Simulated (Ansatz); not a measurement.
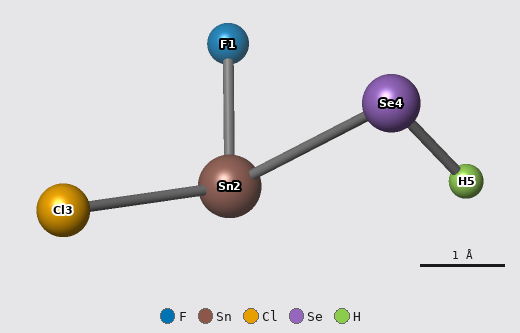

Figure 1. The structure as given in the input (ball-and-stick view, seen at a tilt; atoms are numbered from 1 in the order of the input). Sticks mark near contacts. Bond lengths as drawn: Cl–Sn 2.40 Å, F–Sn 1.98 Å, H–Se 1.49 Å and Se–Sn 2.63 Å.

**Two runs on SnHSeClF**

System: SnHSeClF, multiplicity 2, SMILES [F][Sn]([Cl])[SeH].
Method of run 1: UKS PBE-D4/def2-SVP (Ansatz 0.2.0).

Text and figures count atoms from 1; the logs count them from 0 in places.

### Input file, run 1
```yaml
crystal:
  periodic: [false, false, false]
  atoms:
    - { symbol: F, position_ang: [-1.261811, 1.038948, -0.113884] }
    - { symbol: Sn, position_ang: [0.181991, -0.003584, -0.968464] }
    - { symbol: Cl, position_ang: [-0.566571, -2.205799, -1.571369] }
    - { symbol: Se, position_ang: [1.383995, -0.020338, 1.368934] }
    - { symbol: H, position_ang: [2.354187, 0.936768, 0.770261] }
magnetization:
  spin_polarized: true
  initial_magnetization: 1
basis:
  gaussian: { orbitals: def2-SVP }
hamiltonian:
  xc: pbe
  dispersion: d4
output:
  forces: true
```

Launched with:
```bash
ansatz run input.yaml --threads 1 --pin off --max-ram 2560MiB --backend cpu --events-out ev --progress --plain --runs-dir out
```

Hardware: 1 thread of Intel Xeon (Sapphire Rapids), 64 GiB of memory available, shared host.

### Output (run 1)
```
Engine: ansatz 0.2.0, x86_64-unknown-linux-gnu
Functional definition: PBE
  parameter kappa = 0.804
  parameter beta = 0.06672455060314922
  exchange = pbe_x(kappa = kappa, mu = beta*pi^2/3)
  correlation = pbe_c(beta = beta)
1038 factors; their error is unknown
mean field evaluation 1: about -86403.9419 eV, gradient 3.0e1 eV
mean field evaluation 2: about -86291.6898 eV, gradient 1.6e2 eV
mean field evaluation 4: about -86404.1549 eV, gradient 2.2e1 eV
mean field evaluation 8: about -86407.4190 eV, gradient 4.4e-1 eV
mean field evaluation 16: about -86407.3042 eV, gradient 3.1e-4 eV
mean field evaluation 32: about -86407.2421 eV, gradient 1.8e0 eV
mean field -86407.30416701 eV, -3175.4098591634 hartree, gradient 7.1e-6 eV, S^2 0.752300; 4 other end points of the search recorded, 0 dependent functions left out
the calculation of the forces begins
reference -86407.30420055 eV, -3175.4098603960 hartree; 42, 41 occupied and 53, 54 virtual orbitals, 1038 factors
Total energy: -86407.46288044 eV, -3175.4156917741 hartree
Atom 0 at    -1.261811     1.038948    -0.113884 Å, force    -0.399225    -0.088798    -0.395440 eV/Å
Atom 1 at     0.181991    -0.003584    -0.968464 Å, force     0.101589     0.112923     0.393744 eV/Å
Atom 2 at    -0.566571    -2.205799    -1.571369 Å, force    -0.116341     0.079346     0.024984 eV/Å
Atom 3 at     1.383995    -0.020338     1.368934 Å, force     0.327272    -0.074214    -0.147441 eV/Å
Atom 4 at     2.354187     0.936768     0.770261 Å, force     0.086705    -0.029257     0.124153 eV/Å
Dipole moment:     0.510585     0.194803    -0.256060 e Å
```

The input of run 2 differs as follows (lines with − go, lines with + come):
```diff
-    - { symbol: F, position_ang: [-1.261811, 1.038948, -0.113884] }
+    - { symbol: F, position_ang: [-1.464294, 1.019412, -0.587716] }
-    - { symbol: H, position_ang: [2.354187, 0.936768, 0.770261] }
+    - { symbol: H, position_ang: [0.84799, 1.356771, 1.547831] }
```

Predict how the results change.

On the same kind of shared host run 2 took about 160 times as long.

### Output (run 2)
```
Engine: ansatz 0.2.0, x86_64-unknown-linux-gnu
Functional definition: PBE
  parameter kappa = 0.804
  parameter beta = 0.06672455060314922
  exchange = pbe_x(kappa = kappa, mu = beta*pi^2/3)
  correlation = pbe_c(beta = beta)
1038 factors; their error is unknown
mean field evaluation 1: about -86404.4075 eV, gradient 2.9e1 eV
mean field evaluation 2: about -86310.2915 eV, gradient 1.5e2 eV
mean field evaluation 4: about -86406.1796 eV, gradient 1.6e1 eV
mean field evaluation 8: about -86407.7025 eV, gradient 8.5e-2 eV
mean field evaluation 16: about -86407.5847 eV, gradient 7.3e-5 eV
mean field -86407.58470261 eV, -3175.4201686566 hartree, gradient 3.2e-5 eV, S^2 0.752442; 1 other end points of the search recorded, 0 dependent functions left out
the calculation of the forces begins
reference -86407.58473644 eV, -3175.4201698998 hartree; 42, 41 occupied and 53, 54 virtual orbitals, 1038 factors
Total energy: -86407.74136941 eV, -3175.4259260549 hartree
Atom 0 at    -1.464294     1.019412    -0.587716 Å, force    -0.005582     0.014174    -0.049771 eV/Å
Atom 1 at     0.181991    -0.003584    -0.968464 Å, force    -0.031230    -0.002885     0.026819 eV/Å
Atom 2 at    -0.566571    -2.205799    -1.571369 Å, force     0.014449     0.014208     0.027140 eV/Å
Atom 3 at     1.383995    -0.020338     1.368934 Å, force     0.035498    -0.009403    -0.036842 eV/Å
Atom 4 at     0.847990     1.356771     1.547831 Å, force    -0.013135    -0.016094     0.032654 eV/Å
Dipole moment:     0.480893     0.253665     0.023260 e Å
```

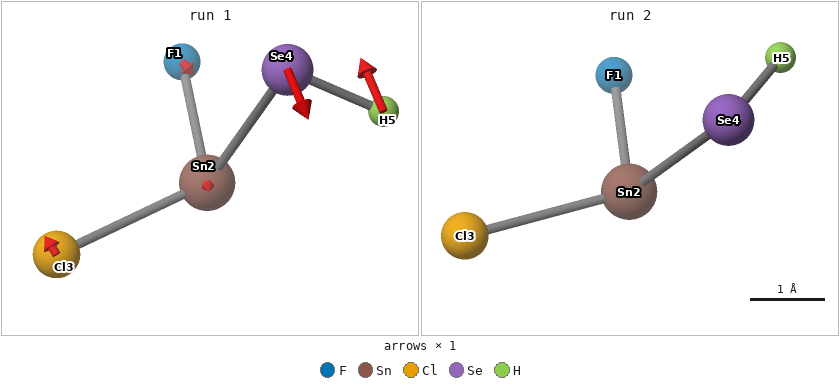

Figure 2. The two input geometries at one scale (ball-and-stick view, seen at a tilt). The red arrows on the first give the shifts of the atoms after the best rigid fit, at true length. H5 moves most after the best rigid fit: 0.84 Å. By element the largest moves are H 0.84 Å, Se 0.79 Å, Cl 0.30 Å, F 0.25 Å, Sn 0.15 Å.

### The two runs side by side

| quantity | run 1 | run 2 |
| --- | --- | --- |
| outcome | converged | converged |
| total energy (hartree) | −3175.415692 | – |
| ⟨S²⟩ | 0.752 | – |
| largest force (eV/Å) | 0.569 | – |
| basis functions | 95 | – |
| wall time (shared host) | 4.7 s | 12 min |
